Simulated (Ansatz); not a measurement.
# Calculations on ZnHOClF

### Relaxation

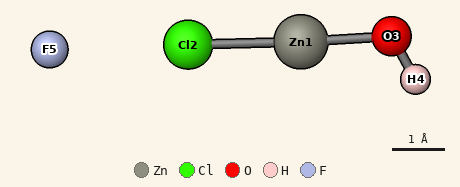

This is the input geometry for a relaxation of ZnHOClF (multiplicity 2). A ball-and-stick model, seen at a tilt.

The run prepares an end point of a later path (reaction) calculation, from a guessed geometry.

Theory: UKS BHLYP-D4/def2-mTZVP in Ansatz 0.2.0.

The input:
```yaml
crystal:
  periodic: [false, false, false]
  atoms:
    - { symbol: Zn, position_ang: [0.014403, -0.051878, -0.05902] }
    - { symbol: Cl, position_ang: [0.000755, -0.00272, 2.139957] }
    - { symbol: O, position_ang: [0.007857, -0.0283, -1.832024] }
    - { symbol: H, position_ang: [0.240548, -0.866428, -2.227949] }
    - { symbol: F, position_ang: [-0.008864, 0.031926, 4.841936] }
magnetization:
  spin_polarized: true
  initial_magnetization: 1
basis:
  gaussian: { orbitals: def2-mTZVP }
hamiltonian:
  xc: { name: BHLYP }
  dispersion: d4
relax:
  f_tol: 0.03
  max_steps: 50
output:
  orbitals: {}
```

Run as
```bash
ansatz run input.yaml --threads 4 --pin off --max-ram 5120MiB --backend cpu --events-out ev --progress --plain --runs-dir out
```

Q: Predict the outcome.

A: The energy falls by 1.55 kcal/mol in 4 geometry steps. The largest force component goes from 1.3 to 0.014 eV/Å. The atom that moves furthest after the best rigid fit is Cl2 (0.077 Å). By element the largest moves are Cl 0.077 Å, F 0.058 Å, H 0.031 Å, Zn 0.029 Å, O 0.027 Å. Near-neighbour distances that change, for instance: Zn1–Cl2 2.200 → 2.106 Å. Bond angles that change, for instance: Zn1–O3–H4 113.7° → 116.9°. The run took 15 s on 4 threads of AMD EPYC 9R45 96-Core Processor (Zen 5) (shared host), peak memory 0.39 GiB.

History of the run:

| step | E − E(0), kcal/mol | largest force component, eV/Å |
| --- | --- | --- |
| 0 | 0.00 | 1.2638 |
| 1 | -1.35 | 0.4161 |
| 2 | -1.50 | 0.1183 |
| 3 | -1.54 | 0.1452 |
| 4 | -1.55 | 0.0140 |

The structure at the end:

```xyz
5

Zn    0.0199   -0.0718   -0.0392
Cl   -0.0040    0.0143    2.0650
O     0.0111   -0.0399   -1.8083
H     0.2364   -0.8516   -2.2549
F    -0.0088    0.0315    4.9003
```

After the run, drawn alike:

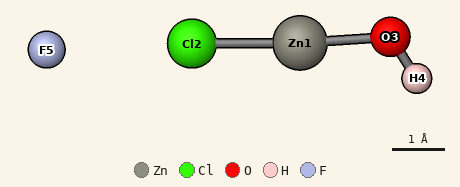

Limits of the set-up: the start holds two separate molecules, 2.7 Å apart at their closest, whose relative position is a soft coordinate.

### Relaxation

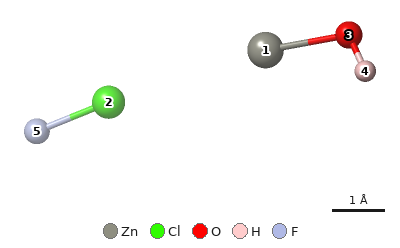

ZnHOClF (multiplicity 2), before the relaxation. Style: ball-and-stick. Shown at a tilt.

The run prepares an end point of a later path (reaction) calculation, from a guessed geometry.

Computed with UKS BHLYP-D4/def2-mTZVP (Ansatz).

Input file:
```yaml
crystal:
  periodic: [false, false, false]
  atoms:
    - { symbol: Zn, position_ang: [-0.037716, 0.135848, -0.339207] }
    - { symbol: Cl, position_ang: [-0.022846, 0.082286, 3.094275] }
    - { symbol: O, position_ang: [0.027878, -0.100415, -2.139984] }
    - { symbol: H, position_ang: [0.272038, -0.979849, -2.424996] }
    - { symbol: F, position_ang: [0.015345, -0.05527, 4.672812] }
magnetization:
  spin_polarized: true
  initial_magnetization: 1
basis:
  gaussian: { orbitals: def2-mTZVP }
hamiltonian:
  xc: { name: BHLYP }
  dispersion: d4
relax:
  f_tol: 0.03
  max_steps: 50
output:
  orbitals: {}
```

Command:
```bash
ansatz run input.yaml --threads 4 --pin off --max-ram 5120MiB --backend cpu --events-out ev --progress --plain --runs-dir out
```

### Where does the relaxation end?

F5 moves most after the best rigid fit: 2.51 Å. Largest moves by element: F 2.51 Å, Cl 1.51 Å, Zn 1.20 Å, O 1.10 Å, H 0.81 Å. Near-neighbour distances that change, for instance: Zn1–F5 5.016 → 1.779 Å, Cl2–F5 1.585 → 2.521 Å, Zn1–Cl2 3.434 → 2.652 Å, Zn1–O3 1.817 → 1.771 Å. New bonds form, among them: Zn1–Cl2 (3.43 → 2.65 Å), Zn1–F5 (5.02 → 1.78 Å). Bonds break, among them: Cl2–F5 (1.58 → 2.52 Å). After 28 geometry steps the energy has fallen by 308.9 kJ/mol. Largest force component: 2.7 eV/Å at the start, 0.014 eV/Å at the end.

Step by step:

```tsv
step	E − E(0), kJ/mol	largest force component, eV/Å
0	0.00	2.7101
1	-12.77	2.2569
2	-30.45	2.7685
3	-86.04	4.2235
4	-178.83	3.0426
5	-217.40	1.4504
6	-229.12	0.6628
7	-233.78	0.2441
8	-236.00	0.1674
9	-236.77	0.0558
10	-237.96	0.0983
11	-239.23	0.1071
12	-240.91	0.1047
13	-242.82	0.1063
14	-244.87	0.1117
15	-247.30	0.1255
16	-250.50	0.1583
17	-255.13	0.2305
18	-264.02	0.3920
19	-281.19	0.6458
20	-285.37	0.5363
21	-285.95	1.8610
22	-297.29	0.3988
23	-303.70	0.2773
24	-306.34	0.6977
25	-307.45	0.5532
26	-308.85	0.1520
27	-308.92	0.0970
28	-308.94	0.0138
```

Final geometry:

```xyz
5

Zn    0.1273   -0.4586    0.6855
Cl   -0.3928    1.4150    2.4891
O     0.0207   -0.0746   -1.0402
H     0.2188   -0.7881   -1.6414
F     0.2807   -1.0112    2.3700
```

After the run, drawn alike:

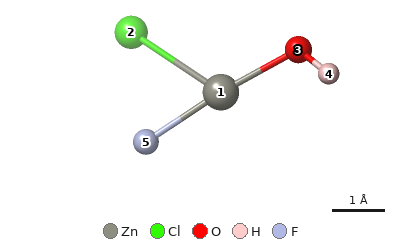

Limits of the set-up: the start holds two separate molecules, 3.4 Å apart at their closest, whose relative position is a soft coordinate.

### Path

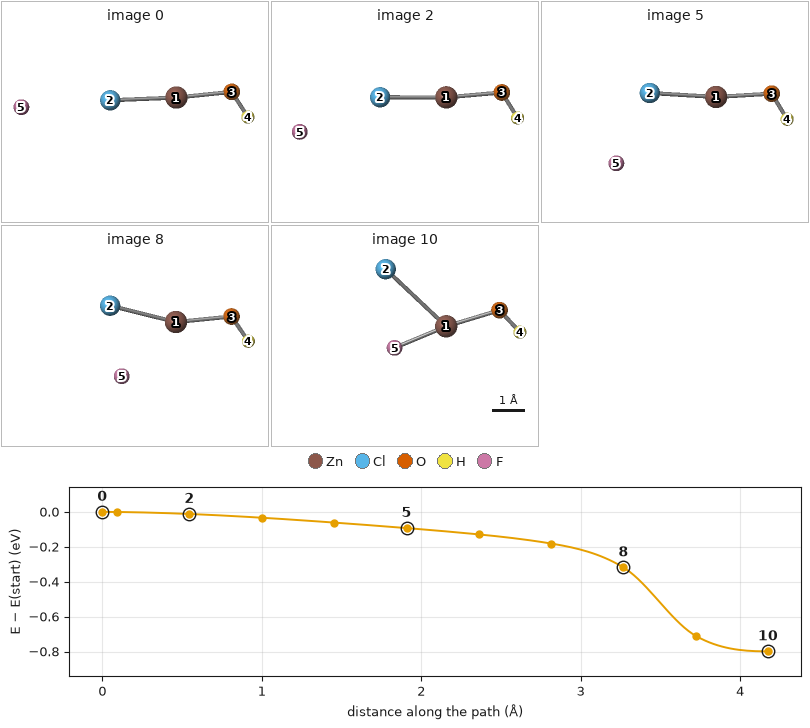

NEB run on ZnHOClF (multiplicity 2), made up at the start of ZnHOCl and F. Images are numbered from 0 (start) to 10 (end). The picture is a ball-and-stick view, seen at a tilt.

Level of theory: UKS BHLYP-D4/def2-mTZVP in Ansatz 0.2.0. Settings: 9 movable images; climbing image; force threshold 0.05 eV/Å; iteration limit 60; starting path through a guess of the saddle point.

Q: Read off the barrier and say what moves.

A: Forming: Zn1–F5 (4.94 → 1.78 Å). No barrier shows: the energy is highest at the start, and the end lies 0.80 eV below the start. The band converged in 12 iterations. The largest component of the band force went from 11 to 0.031 eV/Å.

Limits of the set-up: the start holds two separate molecules, 2.8 Å apart at their closest, whose relative position is a soft coordinate.

The run took 2.6 min on 4 threads of AMD EPYC 9R45 96-Core Processor (Zen 5) (shared host), peak memory 0.4 GiB.
